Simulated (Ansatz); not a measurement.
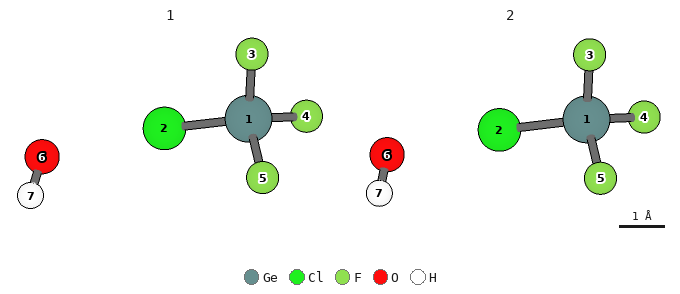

Two geometries of GeHOClF₃ (multiplicity 2), drawn at one scale. One is the start of a relaxation, the other its converged end. Style: ball-and-stick. Shown at a tilt.

The calculation used UKS B3LYP/def2-SVP in Ansatz. (collinear spin; force threshold 0.03 eV/Å; at most 50 steps)

Q: Which geometry has the lower energy?

A: Structure 1 is the relaxed one. The run prepares an end point of a later path (reaction) calculation, from a guessed geometry. H7 moves most after the best rigid fit: 0.22 Å. Largest moves by element: H 0.22 Å, O 0.12 Å, Cl 0.12 Å, F 0.06 Å, Ge 0.05 Å. Near-neighbour distances that change, for instance: Ge1–Cl2 2.183 → 2.111 Å. After 4 accepted moves (5 points after the start) the energy has fallen by 1.35 kcal/mol. Largest force component: 1.3 eV/Å at the start, 0.023 eV/Å at the end. The line search rejected the trial step at point 2 of the run. The run took 74 s on 4 threads of Intel(R) Xeon(R) Platinum 8259CL CPU @ 2.50GHz (Skylake/Cascade Lake), on a shared host, peak memory 0.52 GiB.

Limits of the set-up: the start holds two separate molecules, 2.8 Å apart at their closest, whose relative position is a soft coordinate and is computed without a dispersion correction.
